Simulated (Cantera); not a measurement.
Feed: 1 mol Pb, 1.7 mol N2, at 0.520 bar.

Cantera equilibrium calculation (NASA polynomials, part measured and part estimated; ideal gas, pure solids and liquids). Candidate condensed phases: Pb; 4 gas species. Equilibrium is a limit: real reactors are often held back by kinetics, nucleation or transport.

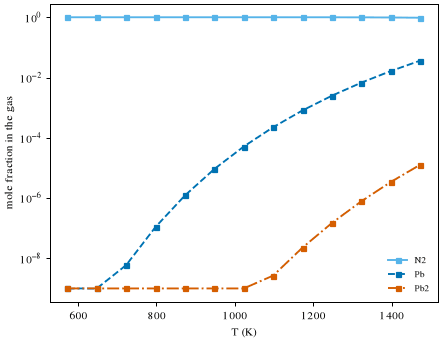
Figure. Equilibrium gas composition (values under 1e-9 drawn at 1e-9)

At 573 K the condensed part is Pb(s). From 648 K to 1473 K the condensed part is Pb(l).
